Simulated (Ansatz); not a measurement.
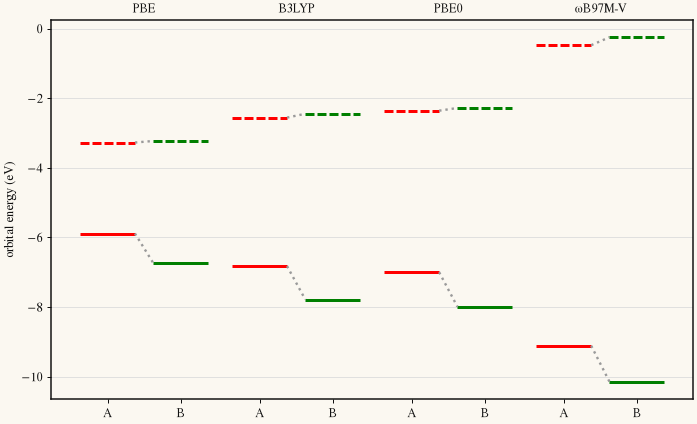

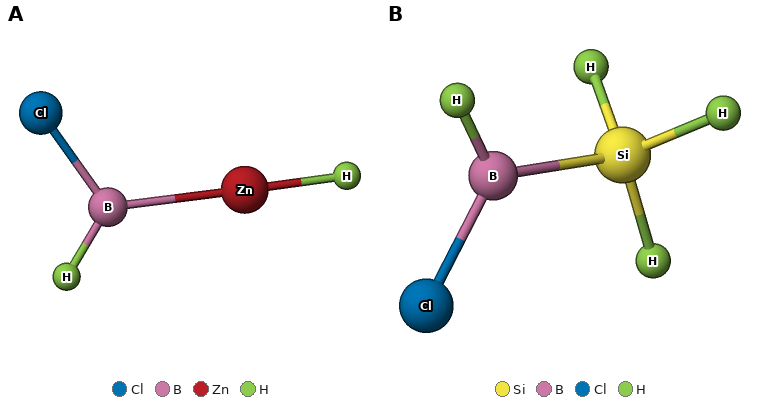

One change: A, ZnBH₂Cl (SMILES Cl[BH][ZnH]), becomes B, BSiH₄Cl (SMILES [SiH3]BCl). ZnH on B is replaced by SiH₃. HOMO (solid) and LUMO (dashed) computed in def2-TZVPP at PBE0-D4/def2-TZVP geometries, both minima by their frequencies, gas phase, the Ansatz code.

What does the change do to HOMO and LUMO?

PBE: the HOMO falls by 0.85 eV, the LUMO rises by 0.04 eV, and the separation goes from 2.62 to 3.50 eV. B3LYP: the HOMO falls by 0.96 eV, the LUMO rises by 0.11 eV, and the separation goes from 4.27 to 5.34 eV. PBE0: the HOMO falls by 0.99 eV, the LUMO rises by 0.08 eV, and the separation goes from 4.64 to 5.71 eV. ωB97M-V: the HOMO falls by 1.04 eV, the LUMO rises by 0.23 eV, and the separation goes from 8.64 to 9.90 eV.

Do the functionals agree on the effect?

They agree on the direction for both levels; the HOMO shift lies between −1.04 and −0.85 eV and the LUMO shift between 0.04 and 0.23 eV, while the separations themselves differ by up to 6.4 eV between functionals.
